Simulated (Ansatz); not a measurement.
**SiH3 (silyl radical) at 6 levels**

Aim: a comparison of 6 runs (U-wB97X/3-21G, UB2PLYP/3-21G, U-r2SCAN/6-31G*, UB2PLYP/6-31G*, RPA@PBE/3-21G, UCCSD/3-21G) of SiH3 (silyl radical). 

The results are computed with Ansatz 0.2.0.

53 further runs of the same task are left out: 53 set aside as unsound or not needed.

### Step 1. Starting point

SiH3 has 4 atoms, charge 0, and is taken as a doublet. As SMILES, `[SiH3]`. The H2–Si1 distance was set to 2.972 Å, away from the relaxed value. At this shape a bond of the SMILES string is far longer than usual.

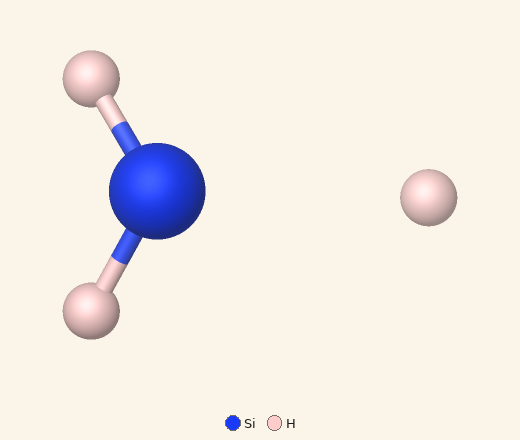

The structure, seen from a chosen angle (silicon blue, hydrogen pink).

### Step 2. The energy at U-wB97X/3-21G (run 1)

File run.yaml:

```yaml
crystal:
  periodic: [false, false, false]
  atoms:
    - {symbol: Si, position_ang: [0.028408, -0.719106, -1.451971]}
    - {symbol: H, position_ang: [0.559150, 0.665300, 1.123900]}
    - {symbol: H, position_ang: [-0.489412, -2.093856, -1.227811]}
    - {symbol: H, position_ang: [-0.894262, 0.071044, -2.307931]}
basis:
  gaussian:
    orbitals: 3-21G.json
magnetization:
  spin_polarized: true
  initial_magnetization: 1
hamiltonian:
  xc: {name: wB97X}
accuracy: high
```

The basis set 3-21G is read from a file made from the Basis Set Exchange's data (not shown).

Command:

```sh
$ ansatz run run.yaml --threads 1 --pin off --max-ram 3480MiB --events-out events.jsonl --progress --plain --runs-dir runs
```

The program printed:

```text
Warning: RAYON_NUM_THREADS=1 ignored (pool sized by the plan → 1); use --threads N
Functional definition: wB97X
  name "wB97X"
  parameter omega = 0.3/bohr
  parameter cx = 0.157706
  parameter cx1 = 0.726479
  parameter cx2 = 1.04760
  parameter cx3 = -5.70635
  parameter cx4 = 13.2794
  parameter css1 = -4.33879
  parameter css2 = 18.2308
  parameter css3 = -31.7430
  parameter css4 = 17.2901
  parameter cos1 = 2.37031
  parameter cos2 = -11.3995
  parameter cos3 = 6.58405
  parameter cos4 = -3.78132
  exchange = spin_sum(e_x_unif_sr(omega)*poly(b97_u_x, 1 - cx, cx1, cx2, cx3, cx4)) + cx*exact_x_sr(omega)
      + exact_x_lr(omega)
  correlation = spin_sum(e_c_pw_same_spin*poly(b97_u_same, 1, css1, css2, css3, css4))
      + integral(e_c_pw_opposite_spin*poly(b97_u_opposite, 1, cos1, cos2, cos3, cos4))
369 factors; integrals over basis functions are off by at most 4.2e-9 eV
160 factors; integrals over basis functions are off by at most 1.5e-9 eV
mean field evaluation 1: about -7877.8558 eV, gradient 5.6e0 eV
mean field evaluation 2: about -7878.3306 eV, gradient 3.6e0 eV
mean field evaluation 4: about -7878.7416 eV, gradient 1.4e0 eV
mean field evaluation 8: about -7878.9165 eV, gradient 3.8e-2 eV
mean field evaluation 16: about -7878.9166 eV, gradient 4.6e-4 eV
mean field evaluation 32: about -7876.0684 eV, gradient 8.5e0 eV
mean field -7878.91661240 eV, -289.5448449844 hartree, gradient 1.7e-8 eV, S^2 1.096259; 4 other end points of the search recorded, 0 dependent functions left out
reference -7878.91661088 eV, -289.5448449282 hartree; 9, 8 occupied and 10, 11 virtual orbitals, 369 factors
Total energy: -7878.91661088 eV, -289.5448449282 hartree
```

It took 12 s on 1 thread of Arm Neoverse V1, shared host; peak memory 0.3 GiB.

### Step 3. The energy at UB2PLYP/3-21G (run 2)

File job.yaml:

```yaml
basis:
  gaussian:
    orbitals: 3-21G.json
crystal:
  periodic: [false, false, false]
  atoms:
    - {symbol: Si, position_ang: [0.028408, -0.719106, -1.451971]}
    - {symbol: H, position_ang: [0.559150, 0.665300, 1.123900]}
    - {symbol: H, position_ang: [-0.489412, -2.093856, -1.227811]}
    - {symbol: H, position_ang: [-0.894262, 0.071044, -2.307931]}
magnetization:
  spin_polarized: true
  initial_magnetization: 1
hamiltonian:
  xc: {name: B2PLYP}
correlation:
  frozen_orbitals: {H: 0, Si: 5}
accuracy: high
```

The basis set 3-21G is read from a file made from the Basis Set Exchange's data (not shown).

Command:

```sh
$ ansatz run job.yaml --threads 1 --pin off --max-ram 3480MiB --events-out events.jsonl --progress --plain --runs-dir runs
```

The program printed (excerpt; [...] marks lines left out):

```text
Warning: RAYON_NUM_THREADS=1 ignored (pool sized by the plan → 1); use --threads N
Functional definition: B2PLYP
  name "B2PLYP"
[...]
369 factors; integrals over basis functions are off by at most 4.2e-9 eV
[...]
mean field -7874.99101436 eV, -289.4005819170 hartree, gradient 6.9e-8 eV, S^2 1.148826; 3 other end points of the search recorded, 0 dependent functions left out
5 core orbitals not correlated: weight in the atoms' cores, before any rotation towards them, 1.000 or more for the frozen orbitals, at most 0.000 for the correlated occupied ones
reference -7874.99103407 eV, -289.4005826415 hartree; 4, 3 occupied and 10, 11 virtual orbitals, 369 factors
second order -1.42776613 eV of doubles, -0.00000000 eV of singles
Total energy: -7875.37653093 eV, -289.4147493897 hartree
```

It took 3.6 s on 1 thread of Arm Neoverse V1, shared host; peak memory 0.11 GiB.

Runs 3 to 5 aren't shown in full; the table further down has their settings and results.

### Step 4. A single-point energy at UCCSD/3-21G (run 6)

File input.yaml:

```yaml
crystal:
  periodic: [false, false, false]
  atoms:
    - {symbol: Si, position_ang: [0.028408, -0.719106, -1.451971]}
    - {symbol: H, position_ang: [0.559150, 0.665300, 1.123900]}
    - {symbol: H, position_ang: [-0.489412, -2.093856, -1.227811]}
    - {symbol: H, position_ang: [-0.894262, 0.071044, -2.307931]}
basis:
  gaussian: {orbitals: 3-21G.json}
magnetization: {spin_polarized: true, initial_magnetization: 1}
correlation: {method: ccsd, frozen_orbitals: {H: 0, Si: 5}}
accuracy: high
scf: {omitted_lower_state_checks: [cluster_reference, increment]}
```

The basis set 3-21G is read from a file made from the Basis Set Exchange's data (not shown).

Command:

```sh
$ ansatz run input.yaml --threads 1 --pin off --max-ram 3480MiB --events-out events.jsonl --progress --plain --runs-dir runs
```

The program printed (excerpt; [...] marks lines left out):

```text
Warning: RAYON_NUM_THREADS=1 ignored (pool sized by the plan → 1); use --threads N
Functional definition: HF
  name "HF"
[...]
369 factors; integrals over basis functions are off by at most 4.2e-9 eV
[...]
mean field -7863.59028876 eV, -288.9816129791 hartree, gradient 4.0e-8 eV, S^2 1.272580; 4 other end points of the search recorded, 0 dependent functions left out
5 core orbitals not correlated: weight in the atoms' cores, before any rotation towards them, 1.000 or more for the frozen orbitals, at most 0.000 for the correlated occupied ones
reference -7863.59028876 eV, -288.9816129791 hartree; 4, 3 occupied and 10, 11 virtual orbitals, 369 factors
second order -1.07369640 eV of doubles, -0.00000000 eV of singles
cycle   1  -1.36523408 eV  change   -2.9e-1 eV  update   4.9e-2
[...]
cycle  38  -1.65914804 eV  change  -8.3e-10 eV  update  5.9e-10
Total energy: -7865.24943680 eV, -289.0425855448 hartree
Checks for a lower state left out: cluster_reference, increment
```

It took 0.38 s on 1 thread of Arm Neoverse V1, shared host.

### Step 5. Overview of the runs

```csv
run,level,frozen core orbitals,energy (Eh),⟨S²⟩,wall time
1,U-wB97X/3-21G,–,-289.544845,1.096,12 s
2,UB2PLYP/3-21G,5,-289.414749,1.149,3.6 s
3,U-r2SCAN/6-31G* (spherical functions),–,-291.057287,1.151,5.7 s
4,UB2PLYP/6-31G* (spherical functions),5,-290.944084,1.132,5.1 s
5,RPA@PBE/3-21G,5,-289.081869,1.037,1.7 s
6,UCCSD/3-21G,5,-289.042586,1.273,0.38 s
```

### Step 6. What came out

| quantity | value |
| --- | --- |
| run 6: total energy | -289.04259 Eh |
| run 6: correlation energy (5 core orbitals frozen) | -61.0 mEh |
| run 6: ⟨S²⟩ of the reference determinant | 1.273 |
| run 6: T1 diagnostic | 0.055 |

Totals of different functionals can't be ranked against each other. Spin contamination of the reference: run 6 ⟨S²⟩ = 1.27, run 3 ⟨S²⟩ = 1.15, run 2 ⟨S²⟩ = 1.15, run 4 ⟨S²⟩ = 1.13, run 1 ⟨S²⟩ = 1.10, run 5 ⟨S²⟩ = 1.04. All runs together took 28 s, the longest 12 s.
